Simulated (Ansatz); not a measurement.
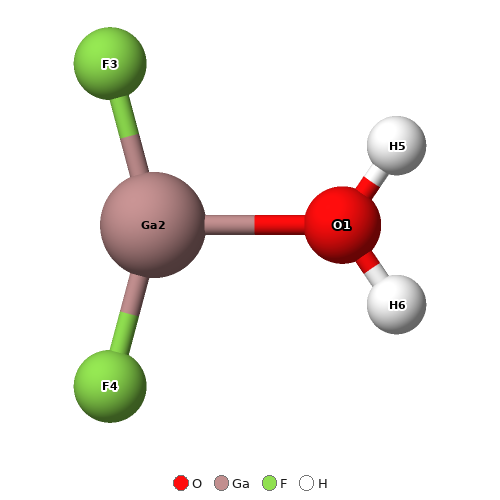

The system is F₂GaH₂O, SMILES [OH2+][Ga]([F])[F], charge +1; the picture shows the reference structure. First axis: bond length O1–Ga2. Second axis: dihedral H5–O1–Ga2–F3. Nothing is relaxed (all other coordinates rigid). The scan uses a 15 × 15 grid; 121 points were computed and 104 follow by symmetry. Points are written as (first, second). All energies are given in kcal/mol relative to the relaxed molecule at the same level. The calculation used Ansatz, RKS CAM-B3LYP-D4/def2-TZVP.

Its coordinates:

```xyz
6

O    -0.4725    0.7787   -0.1391
Ga    0.5105   -0.8414    0.1503
F     0.0398   -1.3698    1.6829
F     1.4291   -1.0510   -1.2505
H    -1.0956    1.1632    0.5007
H    -0.4113    1.3204   -0.9442
```

Range: bond length O1–Ga2 from 1.649 to 2.684 Å; dihedral H5–O1–Ga2–F3 from −180 to 156°.

> Predict the map.

The lowest grid point is at (1.944 Å, −180°), 0.11 kcal/mol from the relaxed molecule at the same level; the map holds 2 wells of about this depth. The highest grid point, (2.684 Å, −84°), lies 29.6 kcal/mol above the lowest. On the interpolated surface the easiest way out of the lowest well to a well of about the same depth near (1.944 Å, −12°) passes a barrier of about 5.3 kcal/mol. Round the minimum the two coordinates are nearly uncoupled.

```
dihedral H5–O1–Ga2–F3 ↓, bond length O1–Ga2 →  1.649  1.723  1.796  1.870  1.944  2.018  2.092  2.166  2.240  2.314  2.388  2.462  2.536  2.610  2.684
                                          156   19.8    9.6    3.9    1.4    1.0    2.1    4.1    6.8    9.9   13.1   16.3   19.5   22.6   25.6   28.4
                                          132   23.2   12.6    6.6    3.7    3.0    3.9    5.7    8.2   11.1   14.1   17.3   20.4   23.4   26.3   29.0
                                          108   26.3   15.3    9.0    5.8    4.8    5.5    7.1    9.4   12.2   15.1   18.1   21.1   24.1   26.9   29.6
                                           84   27.0   15.9    9.5    6.3    5.3    5.9    7.5    9.7   12.4   15.3   18.3   21.3   24.2   27.0   29.7
                                           60   24.9   14.1    7.9    4.9    4.0    4.8    6.5    8.9   11.7   14.7   17.7   20.8   23.8   26.6   29.3
                                           36   21.4   11.0    5.2    2.4    1.9    2.9    4.9    7.5   10.4   13.6   16.8   19.9   23.0   25.9   28.7
                                           12   18.7    8.6    3.1    0.6    0.3    1.5    3.6    6.4    9.5   12.7   16.0   19.3   22.4   25.4   28.2
                                          −12   18.7    8.6    3.1    0.6    0.3    1.5    3.6    6.4    9.5   12.7   16.0   19.3   22.4   25.4   28.2
                                          −36   21.4   11.0    5.2    2.4    1.9    2.9    4.9    7.5   10.4   13.6   16.8   19.9   23.0   25.9   28.7
                                          −60   24.9   14.1    7.9    4.9    4.0    4.8    6.5    8.9   11.7   14.7   17.7   20.8   23.8   26.6   29.3
                                          −84   27.0   15.9    9.5    6.3    5.3    5.9    7.5    9.7   12.4   15.3   18.3   21.3   24.2   27.0   29.7
                                         −108   26.3   15.3    9.0    5.8    4.8    5.5    7.1    9.4   12.2   15.1   18.1   21.1   24.1   26.9   29.6
                                         −132   23.2   12.6    6.6    3.7    3.0    3.9    5.7    8.2   11.1   14.1   17.3   20.4   23.4   26.3   29.0
                                         −156   19.8    9.6    3.9    1.4    1.0    2.1    4.1    6.8    9.9   13.1   16.3   19.5   22.6   25.6   28.4
                                         −180   18.3    8.3    2.8    0.4    0.1    1.3    3.5    6.2    9.3   12.6   15.9   19.2   22.3   25.3   28.2
```

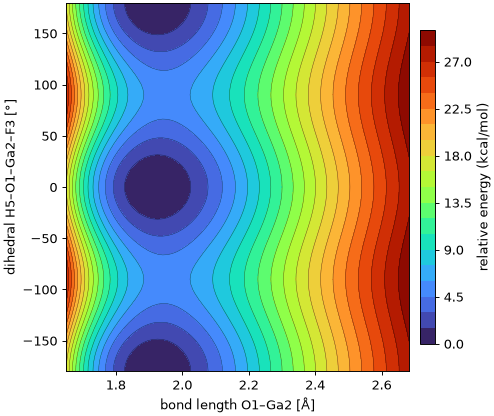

In the figure: filled contours. Between grid points the surface is interpolated.

Time for the 121 points that were run: 4.8 min on 1 thread of AMD EPYC 9R45 96-Core Processor (Zen 5), with other jobs on the host.
